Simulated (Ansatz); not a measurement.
## C$_{2}$H$_{5}$FSZn: nudged elastic band (part 2 of 2)

The same run, continued: C$_{2}$H$_{5}$FSZn, SMILES [CH3][Zn][CH](F)S; RKS revPBE-D4/def2-SVP (Ansatz 0.2.0). The run did not end well. It belongs to a series of runs on one base structure; here: band between the two ends.

Geometry of the input (Å):
```
C  -0.4503  0.3407  2.1221
Zn -0.1224  -0.2718  0.2954
C  0.2784  -0.8066  -1.5785
F  -0.8200  -1.1665  -2.3682
S  1.2473  0.5653  -2.3340
H  0.4222  0.1300  2.7757
H  -0.6382  1.4347  2.1499
H  -1.3347  -0.1681  2.5597
H  1.0109  -1.6475  -1.6171
H  0.4066  1.5898  -2.0049
```

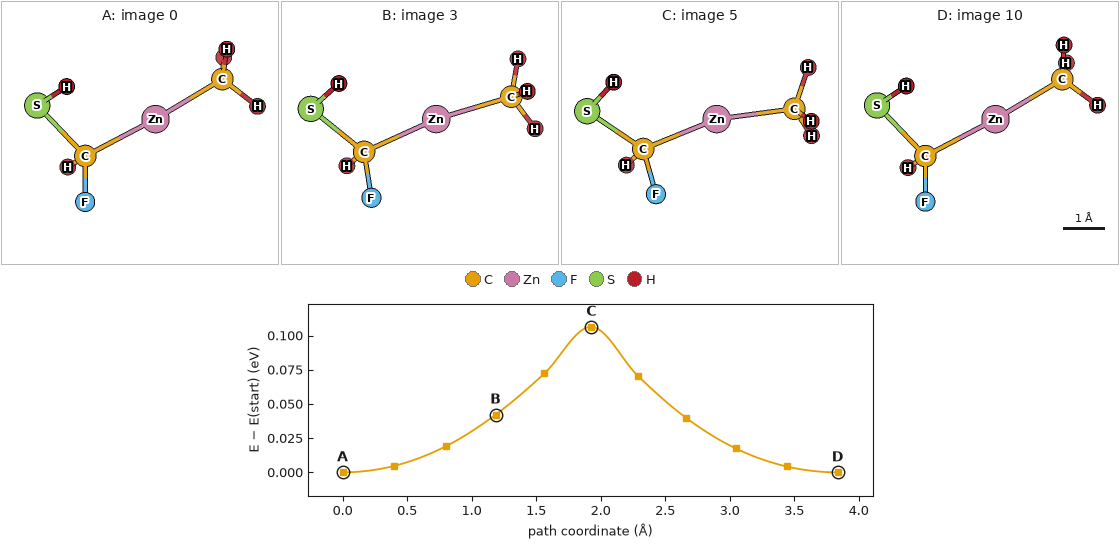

Images of the last band (counted from 0; ball-and-stick, seen at a tilt) above the energy along the path; the line is a cubic interpolation that uses the forces. The highest image is number 5, 0.106 eV above the start and 0.106 eV above the end (the climbing image); start and end have the same energy. The path is 3.84 Å long. The band had not converged after 60 iterations.

```
Unfinished report: {"positions_ang":[[-0.4772124569376718,0.2619867633424841,2.184039318373759],[0.1620166320736509,-0.11098660759228827,0.372402214505603],[0.30454901473547,-0.6330640251127645,-1.5441769339778804],[-1.086822881301117,-0.6319325510801048,-1.874740556965603],[1.2881337270614668,0.2805852771504605,-2.7651241530419832],[0.24486432674683992,0.765846103325347,2.8578868843643335],[-1.387754853064974,0.89550734765366,2.116857720743098],[-0.7775118099968819,-0.6979353900175953,2.6564027147521774],[0.6666260169204772,-1.6784576338226562,-1.687491805198612],[1.0631022837627406,1.5484617161534584,-2.3160554035548895]],"unchecked":["starts","cluster_reference","orbital_swaps","neighbouring_geometries","increment"],"mean_field":{"relativity":"none","state":{"energy":{"ev":-64105.87782618085,"hartree":-2355.8475575874972},"converged":true,"gradient_ev":5.517459776950519e-6,"stability":{"kind":"minimum","curvature_ev":81.86346619164226},"curvature_floor_ev":0.00030000000000000003,"spin_squared":1.4210854715202004e-14},"others":[],"fillings":{"estimated":0,"unestimated":0,"tried":0,"untried":0,"excluded_magnetic_sites":0},"n_dropped_functions":0,"n_trapped_functions":0,"passes":{"evaluations":3,"products":20},"factors":{"origin":"density fitting in generated functions","count":1317,"bound_ev":null},"gradient_stop_ev":0.00009,"reference_kind":"stationary","functional":{"name":"revPBE","citations":["Zhang & Yang, Phys. Rev. Lett. 80, 890 (1998) doi:10.1103/PhysRevLett.80.890","Perdew, Burke & Ernzerhof, Phys. Rev. Lett. 77, 3865 (1996) doi:10.1103/PhysRevLett.77.3865"],"text":"name \"revPBE\"\ncite \"Zhang & Yang, Phys. Rev. Lett. 80, 890 (1998) doi:10.1103/PhysRevLett.80.890\"\ncite \"Perdew, Burke & Ernzerhof, Phys. Rev. Lett. 77, 3865 (1996) doi:10.1103/PhysRevLett.77.3865\"\nparameter kappa = 1.245\nparameter beta = 0.06672455060314922\nexchange = pbe_x(kappa = kappa, mu = beta*pi^2/3)\ncorrelation = pbe_c(beta = beta)\n","parameters":{"beta":{"value":0.06672455060314922,"default":0.06672455060314922},"kappa":{"value":1.245,"default":1.245}},"final_grid":{"core_spheres":13.0,"valence_spheres":11.0,"degree":36.0},"final_grid_parameter_source":"default","radial_points_factor":1.0,"radial_grid_error_ev":3.302647371798941e-7,"grid_sensitivity":"normal","grid_sensitivity_ratio":0.001870803151768979},"unsmoothed_excess_ev":-0.000052929525056972104,"symmetry":{"irreps":["A"],"axes":[[0.999922143992476,-0.011168832803617107,-0.005564452110955064],[0.011214876885814528,0.9999025525165123,0.008313363182217186],[0.005471059305681933,-0.008375120582312094,0.9999499611807111]],"occupied":[{"A":36},{"A":36}]},"density_repulsion":{"missed_ev":0.00005525680524536538,"excess_ev":0.00005525680217892939,"most_excess_ev":0.000936,"are_drawn_again":false,"n_first_factors":1317,"energy_change_ev":0.0,"n_dropped_ends":0},"direct_passes":"host"},"factors":{"origin":"density fitting in generated functions","count":1317,"bound_ev":null},"n_frozen":0,"n_occupied":[36,36],"n_virtual":[80,80],"reference":{"ev":-64105.87782618085,"hartree":-2355.8475575874972},"dispersion":{"energy":{"ev":-0.5773135773203164,"hartree":-0.021215882649324218},"switches_in_reach":[]},"total":{"ev":-64106.45513975817,"hartree":-2355.8687734701466},"forces_ev_per_angstrom":[[0.009088672279141589,0.0008175886882748314,-0.0024824803540146045],[-0.05124892912583234,-0.005167774377918695,-0.01253777355139054],[-0.027444000624182983,-0.025928434409495972,-0.01006168010866701],[-0.007413569200770763,-0.036134730294776936,-0.10530626983193961],[0.04138812597942739,0.016617845744956092,0.06461125211007848],[0.0445032680353333,-0.001166383935448186,-0.05120151903728159],[0.012534982604165058,0.01167613592501457,0.019988935322774463],[0.009117117849835639,0.00983075541065049,0.03081696073086966],[-0.005498821272329521,0.01910173352079086,0.030510317140290195],[-0.02502684649309217,0.010353263738355843,0.03566225757008377]],"charge_distribution":{"dipole_moment_e_ang":[0.17541140508228967,0.07095335720739218,0.4161620554223591],"mulliken_charges_e":[-0.30083680471068774,0.45274576319657456,-0.057751195653295895,-0.26021603156845785,-0.079696496782649,0.04268282924739797,0.04463913354976268,0.04119665022843788,0.05994460112976041,0.05729155136316344],"lowdin_charges_e":[-0.1776369691873434,0.427325697781761,-0.2812731489551039,-0.05093392274868336,0.19409731422443777,-0.007945761423681974,-0.006696529657461481,-0.007714378862620386,-0.04397492350282595,-0.04524737766852538]},"n_threads":2,"memory_gib":2.556818182580173,"seconds":{"hamiltonian":1.902563115,"orbitals":0.0,"second_order":0.0,"solver_start":0.0,"cycles":0.0,"cycle":0.0,"perturbative":0.0,"full_ci_increment":0.0,"forces":0.0}}
this run last wrote the band of iteration 60 to [file]
Error: NEB band did not converge after 60 iterations: max|band force component| = 1.05e-1 eV/Å (threshold 5.0e-2); raise `neb.max_iterations` in a new run, which can start from the last band evaluated (`neb.initial_path`, with `crystal.atoms` and `neb.final_atoms` set to its first and last images), add images, or start from endpoints closer to local minima. Where this run's directory can be resumed (`checkpoint.write`), a resume goes on for up to `neb.max_iterations` more; to start a new run from the last band, take its images' positions from the `neb_iteration` event of iteration 60 (`data.images[].positions_ang`), in the event stream of the run that computed that iteration (not this run's, if it was resumed behind it). With `checkpoint.write`, `steps/00-neb/state/checkpoint.json` in the run directory holds the last saved band, under `neb.evaluated.images[].positions_ang` (a band under a hybrid functional on support functions is neither saved nor resumed: `neb.initial_path` says where its path is): check the last entry of `neb.iterations` there, which is earlier than 60 if that iteration was not saved or its write failed. If the band's step has no `state` directory and holds `state.next`, a write was cut short, and the file is under `state.next` instead (behind a loss of power it can be under `state.prev`)
this run wrote the band of iteration 60 to [file] as well, whether or not its events were kept: a new run's `neb.initial_path` can list its `images[].positions_ang`
a run's events are kept only if it was started with --events-out <file>, and are in that file
```

The last band as extended XYZ (Å, eV, eV/Å):
```
10
Properties=species:S:1:pos:R:3:forces:R:3 image=0 energy=-64106.56147
C    -0.4503    0.3407    2.1221   -0.0048  -0.0012  -0.0020
Zn   -0.1224   -0.2718    0.2954    0.0026  -0.0016  -0.0002
C     0.2784   -0.8066   -1.5785   -0.0063  -0.0043   0.0019
F    -0.8200   -1.1665   -2.3682    0.0007   0.0012   0.0026
S     1.2473    0.5653   -2.3340   -0.0009   0.0125  -0.0010
H     0.4222    0.1300    2.7757    0.0006  -0.0007  -0.0013
H    -0.6382    1.4347    2.1499    0.0003   0.0003   0.0001
H    -1.3347   -0.1681    2.5597    0.0019   0.0017   0.0007
H     1.0109   -1.6475   -1.6171    0.0010  -0.0009   0.0008
H     0.4066    1.5898   -2.0049    0.0049  -0.0069  -0.0017
10
Properties=species:S:1:pos:R:3:forces:R:3 image=1 energy=-64106.55670
C    -0.4586    0.3299    2.1391    0.0009   0.0068  -0.0021
Zn   -0.0693   -0.2340    0.3092   -0.0155  -0.0016  -0.0015
C     0.2776   -0.7752   -1.5736    0.0083  -0.0231  -0.0027
F    -0.8925   -1.0802   -2.2869    0.0030  -0.0092  -0.0263
S     1.2839    0.5027   -2.4267    0.0037   0.0063   0.0222
H     0.4376    0.2721    2.7914    0.0085   0.0003  -0.0085
H    -0.8314    1.3757    2.1625    0.0052   0.0015   0.0056
H    -1.2442   -0.3193    2.5803    0.0011   0.0043   0.0103
H     0.9468   -1.6669   -1.6308   -0.0100   0.0134   0.0003
H     0.5501    1.5952   -2.0646   -0.0051   0.0011   0.0027
10
Properties=species:S:1:pos:R:3:forces:R:3 image=2 energy=-64106.54250
C    -0.4652    0.3159    2.1552    0.0036   0.0131  -0.0049
Zn   -0.0107   -0.1987    0.3251   -0.0300  -0.0022  -0.0036
C     0.2809   -0.7406   -1.5678    0.0132  -0.0444  -0.0056
F    -0.9578   -0.9847   -2.1934    0.0034  -0.0154  -0.0485
S     1.3028    0.4419   -2.5220    0.0118   0.0124   0.0406
H     0.4230    0.4129    2.8131    0.0168   0.0001  -0.0191
H    -1.0072    1.2853    2.1642    0.0100   0.0032   0.0111
H    -1.1376   -0.4487    2.5989    0.0023   0.0039   0.0166
H     0.8827   -1.6782   -1.6464   -0.0190   0.0287   0.0064
H     0.6891    1.5949   -2.1268   -0.0122   0.0005   0.0071
10
Properties=species:S:1:pos:R:3:forces:R:3 image=3 energy=-64106.51927
C    -0.4705    0.2994    2.1680    0.0061   0.0149  -0.0060
Zn    0.0512   -0.1667    0.3419   -0.0419  -0.0026  -0.0065
C     0.2883   -0.7048   -1.5605    0.0069  -0.0529  -0.0086
F    -1.0134   -0.8784   -2.0879    0.0024  -0.0213  -0.0693
S     1.3059    0.3848   -2.6141    0.0225   0.0161   0.0538
H     0.3820    0.5449    2.8339    0.0250  -0.0003  -0.0287
H    -1.1597    1.1706    2.1545    0.0136   0.0058   0.0151
H    -1.0217   -0.5543    2.6169    0.0053   0.0032   0.0208
H     0.8169   -1.6832   -1.6629   -0.0204   0.0358   0.0153
H     0.8211    1.5876   -2.1898   -0.0195   0.0014   0.0141
10
Properties=species:S:1:pos:R:3:forces:R:3 image=4 energy=-64106.48919
C    -0.4748    0.2814    2.1772    0.0079   0.0106  -0.0051
Zn    0.1099   -0.1378    0.3579   -0.0487  -0.0034  -0.0093
C     0.2973   -0.6688   -1.5524   -0.0086  -0.0456  -0.0103
F    -1.0566   -0.7611   -1.9783   -0.0012  -0.0279  -0.0885
S     1.2986    0.3316   -2.6965    0.0330   0.0172   0.0615
H     0.3207    0.6639    2.8485    0.0338  -0.0008  -0.0386
H    -1.2871    1.0385    2.1376    0.0148   0.0087   0.0168
H    -0.9001   -0.6367    2.6363    0.0082   0.0048   0.0250
H     0.7463   -1.6832   -1.6776   -0.0146   0.0316   0.0245
H     0.9459    1.5724   -2.2528   -0.0246   0.0048   0.0239
10
Properties=species:S:1:pos:R:3:forces:R:3 image=5 energy=-64106.45509
C    -0.4772    0.2620    2.1840    0.0091   0.0008  -0.0025
Zn    0.1620   -0.1110    0.3724   -0.0512  -0.0052  -0.0125
C     0.3045   -0.6331   -1.5442   -0.0274  -0.0259  -0.0101
F    -1.0868   -0.6319   -1.8747   -0.0074  -0.0361  -0.1053
S     1.2881    0.2806   -2.7651    0.0414   0.0166   0.0646
H     0.2449    0.7658    2.8579    0.0445  -0.0012  -0.0512
H    -1.3878    0.8955    2.1169    0.0125   0.0117   0.0200
H    -0.7775   -0.6979    2.6564    0.0091   0.0098   0.0308
H     0.6666   -1.6785   -1.6875   -0.0055   0.0191   0.0305
H     1.0631    1.5485   -2.3161   -0.0250   0.0104   0.0357
10
Properties=species:S:1:pos:R:3:forces:R:3 image=6 energy=-64106.49068
C    -0.4787    0.2736    2.1828    0.0134  -0.0025  -0.0010
Zn    0.0876   -0.1344    0.3544   -0.0441  -0.0057  -0.0103
C     0.2677   -0.6538   -1.5610   -0.0230  -0.0201  -0.0074
F    -1.0807   -0.6576   -2.0122    0.0009  -0.0269  -0.0871
S     1.3519    0.2870   -2.6806    0.0296   0.0132   0.0609
H     0.2154    0.9251    2.7519    0.0344  -0.0021  -0.0412
H    -1.4683    0.7776    2.1445    0.0056   0.0123   0.0184
H    -0.6096   -0.6709    2.7530    0.0141   0.0103   0.0118
H     0.6545   -1.6928   -1.6872   -0.0072   0.0131   0.0260
H     1.0602    1.5463   -2.2457   -0.0238   0.0083   0.0300
10
Properties=species:S:1:pos:R:3:forces:R:3 image=7 energy=-64106.52154
C    -0.4784    0.2891    2.1758    0.0142  -0.0017  -0.0010
Zn    0.0067   -0.1574    0.3336   -0.0341  -0.0054  -0.0080
C     0.2307   -0.6788   -1.5769   -0.0174  -0.0163  -0.0057
F    -1.0625   -0.6869   -2.1500    0.0057  -0.0197  -0.0659
S     1.4093    0.2920   -2.5787    0.0176   0.0107   0.0517
H     0.1600    1.0753    2.6288    0.0246  -0.0014  -0.0288
H    -1.5292    0.6498    2.1958    0.0030   0.0097   0.0145
H    -0.4231   -0.6128    2.8219    0.0132   0.0086   0.0004
H     0.6423   -1.7110   -1.6815   -0.0079   0.0088   0.0190
H     1.0441    1.5408   -2.1687   -0.0190   0.0068   0.0239
10
Properties=species:S:1:pos:R:3:forces:R:3 image=8 energy=-64106.54400
C    -0.4777    0.3075    2.1615    0.0146  -0.0007   0.0002
Zn   -0.0740   -0.1818    0.3116   -0.0218  -0.0043  -0.0055
C     0.1961   -0.7071   -1.5907   -0.0138  -0.0093  -0.0049
F    -1.0350   -0.7111   -2.2752    0.0074  -0.0148  -0.0451
S     1.4565    0.2938   -2.4652    0.0074   0.0072   0.0371
H     0.0732    1.2109    2.4961    0.0148  -0.0004  -0.0158
H    -1.5643    0.5141    2.2641    0.0010   0.0062   0.0089
H    -0.2268   -0.5230    2.8549    0.0085   0.0071  -0.0029
H     0.6262   -1.7336   -1.6756   -0.0061   0.0030   0.0102
H     1.0258    1.5303   -2.0817   -0.0120   0.0060   0.0177
10
Properties=species:S:1:pos:R:3:forces:R:3 image=9 energy=-64106.55715
C    -0.4767    0.3281    2.1406    0.0090  -0.0001   0.0011
Zn   -0.1493   -0.2082    0.2899   -0.0097  -0.0027  -0.0029
C     0.1638   -0.7375   -1.6029   -0.0102  -0.0012  -0.0040
F    -1.0020   -0.7263   -2.3848    0.0062  -0.0098  -0.0246
S     1.4935    0.2898   -2.3451    0.0011   0.0031   0.0190
H    -0.0436    1.3253    2.3646    0.0070   0.0008  -0.0054
H    -1.5679    0.3779    2.3409    0.0010   0.0029   0.0043
H    -0.0354   -0.4028    2.8505    0.0032   0.0047  -0.0001
H     0.6045   -1.7604   -1.6732   -0.0025  -0.0019   0.0022
H     1.0132    1.5141   -1.9805   -0.0051   0.0043   0.0104
10
Properties=species:S:1:pos:R:3:forces:R:3 image=10 energy=-64106.56150
C    -0.4760    0.3501    2.1151   -0.0007  -0.0004  -0.0042
Zn   -0.2186   -0.2348    0.2682   -0.0011   0.0006   0.0072
C     0.1327   -0.7682   -1.6154    0.0099   0.0000   0.0161
F    -0.9649   -0.7314   -2.4822   -0.0105  -0.0002  -0.0156
S     1.5233    0.2775   -2.2213    0.0017  -0.0073  -0.0050
H    -0.1826    1.4132    2.2439    0.0010   0.0012   0.0003
H    -1.5385    0.2501    2.4209   -0.0001   0.0001   0.0001
H     0.1377   -0.2579    2.8127    0.0009  -0.0002   0.0023
H     0.5760   -1.7907   -1.6751    0.0024   0.0058  -0.0046
H     1.0109    1.4921   -1.8667   -0.0032   0.0005   0.0035
```

Outcome:

| quantity | value |
| --- | --- |
| outcome | not converged |
| barrier, forward (band not converged) | 0.106 eV |
| barrier, backward | 0.106 eV |
| hardware | 2 threads of Arm Neoverse V2, 24 GiB of memory available, shared host |
| wall time | 18 min (CPU time 35 min) |
| peak memory | 0.2 GiB |

The run did not converge: “NEB band did not converge after 60 iterations: max|band force component| = 1.05e-1 eV/Å (threshold 5.0e-2); raise `neb.max_iterations` in a new run, which can start from the last band evaluated (`neb.initial_path`, with `crystal.atoms` and `neb.final_atoms` set to its first and last images), add images, or start from endpoints closer to local minima …” Its last values are not results.
